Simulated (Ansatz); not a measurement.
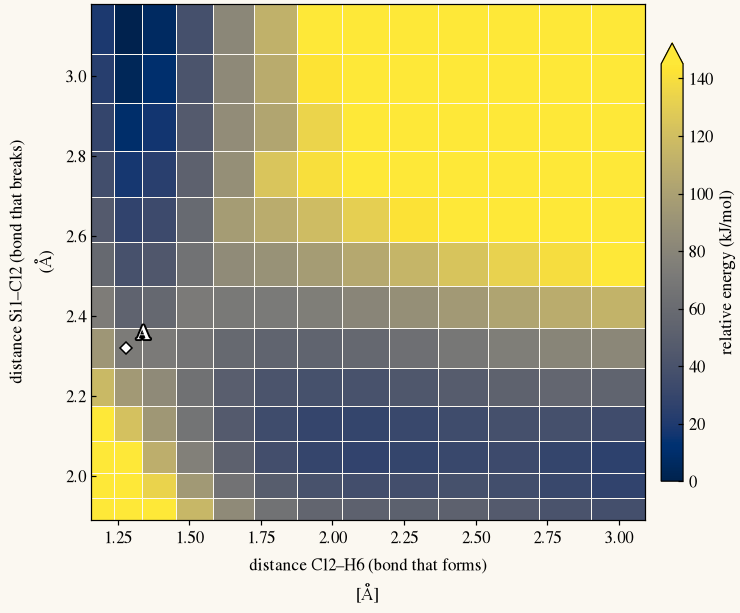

The reacting system ClF3H2Si (fragments ClF₂HSi + FH where the first distance is long, F₃HSi + ClH where the second is long). Coordinates scanned: (1) distance Cl2–H6 (bond that forms); (2) distance Si1–Cl2 (bond that breaks). Relaxed at each point: all other coordinates. Grid: 13 × 13 points. Points are written as (first, second). Energies: kJ/mol, counted from the lowest grid point. Energies and slopes of some neighbouring points disagree (a jump in structure or state, or too coarse a mesh). The reference is spin-restricted, so regions where a bond is pulled apart into radicals lie too high. Method: RKS SPW92 (LDA)/def2-SVP in Ansatz 0.2.0.

Drawn: one coloured cell a grid point, one colour for all values above the top of the scale, the point A.

Is A at rest? If not, where is it pushed?

Answer. A, at (1.278 Å, 2.319 Å), is not a stationary point. The computed force is 104 kJ/mol for each Å towards larger values of the first coordinate and 200 kJ/mol for each Å towards larger values of the second coordinate.
